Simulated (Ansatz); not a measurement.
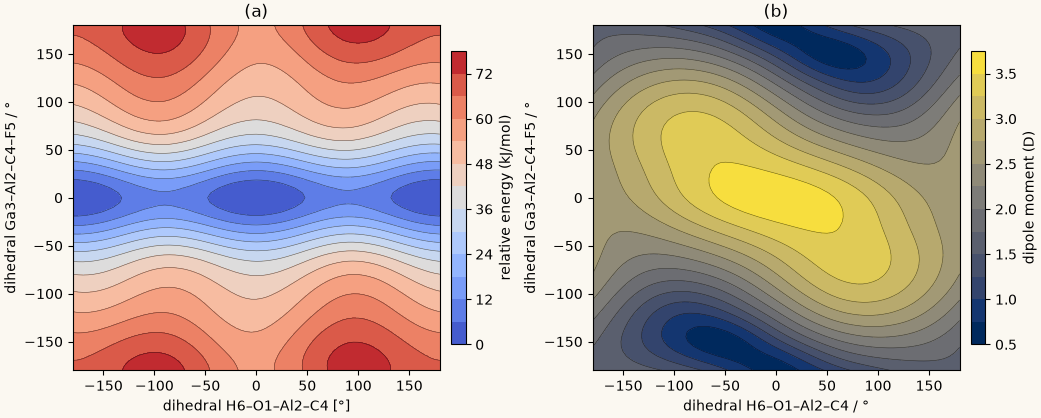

CH5AlFGaO, SMILES [OH][Al]([GaH2])[CH2]F. 
- Coordinates scanned: (1) dihedral H6–O1–Al2–C4; (2) dihedral Ga3–Al2–C4–F5.
- Nothing is relaxed (all other coordinates rigid).
- Grid: 12 × 12 points.
- Points are written as (first, second).
- All energies are given in kJ/mol relative to the lowest grid point.
- The calculation used RKS PBE0-D4/def2-SVP in Ansatz.

Panel (a) is the energy; panel (b) is the computed dipole moment, in D.

Drawn: filled contours. Between grid points the surface is interpolated.

How does the dipole moment vary over the map, and what is it at the lowest grid point?

Leaving out the highest fifth of the energies, it runs from 0.63 D at (0°, −180°) to 3.67 D at (0°, 0°). At the lowest grid point, (−180°, 0°), it is 2.62 D.
